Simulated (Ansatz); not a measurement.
## Electronic structure of F2O2S in real space

Input file:

```
crystal:
  periodic: [false, false, false]
  atoms:
    - symbol: F
      position_ang: [-0.973947, 0.961974, -1.122238]
    - symbol: F
      position_ang: [1.211823, 1.037993, -0.297423]
    - symbol: O
      position_ang: [-0.523543, 0.007900, 1.084123]
    - symbol: O
      position_ang: [0.321005, -1.111475, -1.050760]
    - symbol: S
      position_ang: [-0.018627, 0.030438, -0.255902]
basis:
  gaussian: {orbitals: def2-TZVPD}
hamiltonian: {xc: {name: PBE0}}
output: {forces: true, orbitals: {seedname: orbitals}}
```

Command:

```sh
ansatz run input.yaml --threads 1 --pin off --max-ram 2610MiB --events-out events.jsonl --progress --plain --runs-dir runs
```

Geometry: r2SCAN-D4/def2-SVP.

Computed with Ansatz, isolated molecule in a Gaussian basis; Kohn-Sham density functional theory, functional PBE0.

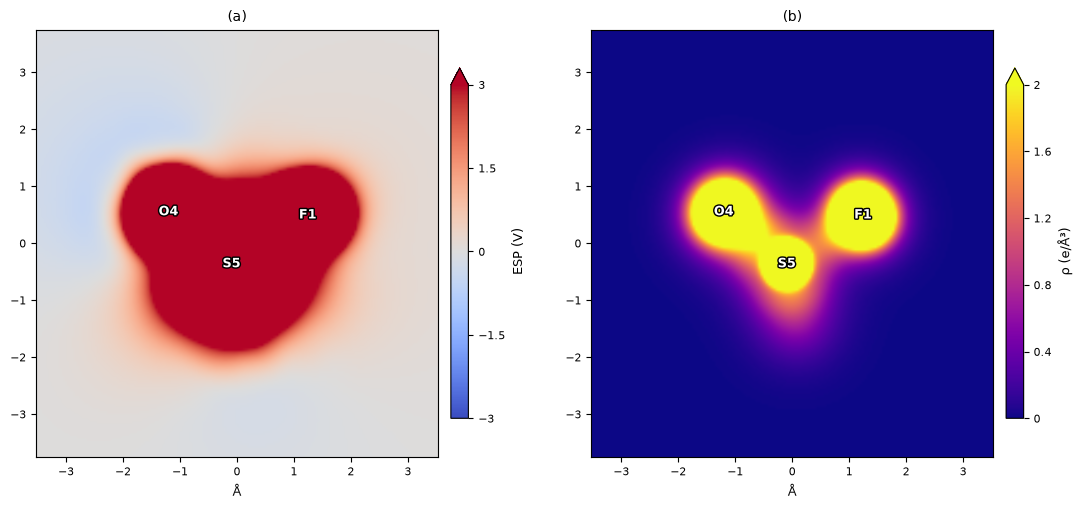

Figure 1. (a) molecular electrostatic potential; (b) total electron density on the plane of atoms F1, S5 and O4.

Read the bonding off the picture.

Answer. Atoms in the plane: F, O and S.
S–O (1.43 Å): ρ is about 2.4 e/Å³ halfway.
S–F (1.59 Å): ρ at the midpoint is about 1.6 e/Å³.
Outside the dense part of the molecule the potential is most negative (−0.5 V) near O4.

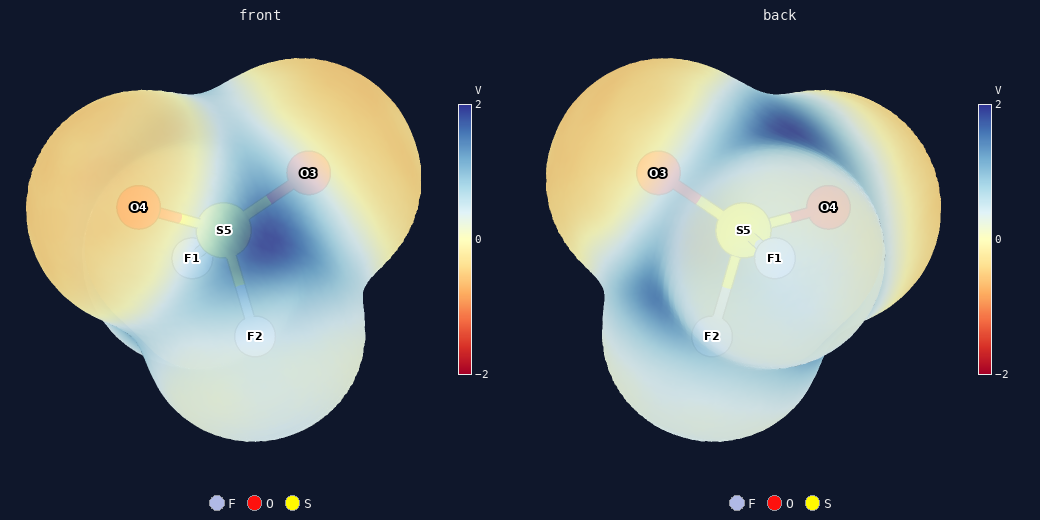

Figure 2. The electrostatic potential painted on the density surface at 0.002 e/bohr³, seen from the front and from behind; red is negative and blue positive.

Which sites attract a positive test charge, and which a negative one?

Answer. A positive charge is drawn to the negative regions and a negative charge to the positive ones. The most negative region (about −0.5 V) lies over O3 and O4, the most positive (about +1.8 V) over S5.

What dipole moment does the calculation give?

Answer. Its dipole moment is 0.77 D.

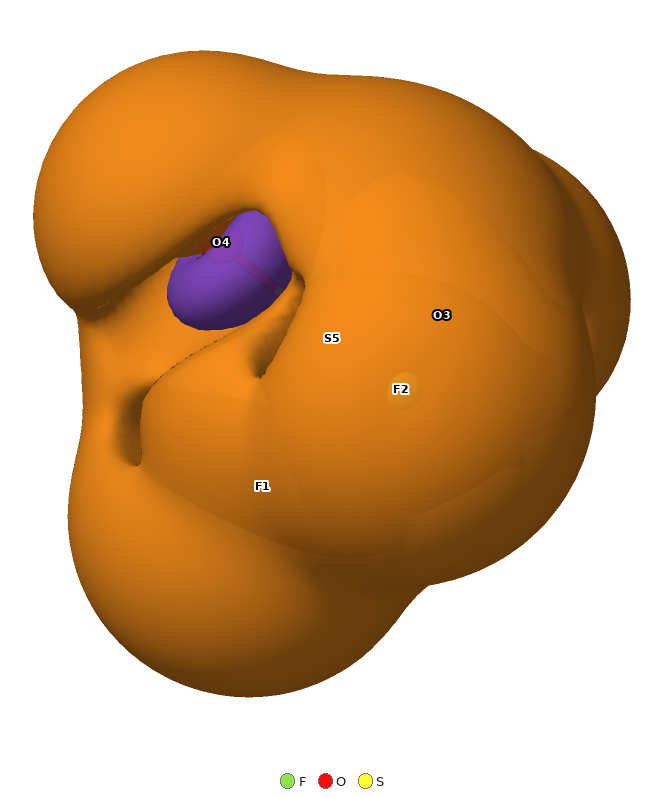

Figure 3. One frontier orbital at ±0.04 Å⁻³ᐟ² (orange and purple are the two phases), seen at a tilt.

Which orbital is it: HOMO or LUMO?

Answer. The LUMO, at −1.23 eV. By Hirshfeld shares it lies mainly on S5 (about 35 %), F1 (about 15 %), F2 (about 15 %), O3 (about 15 %) and O4 (about 15 %).
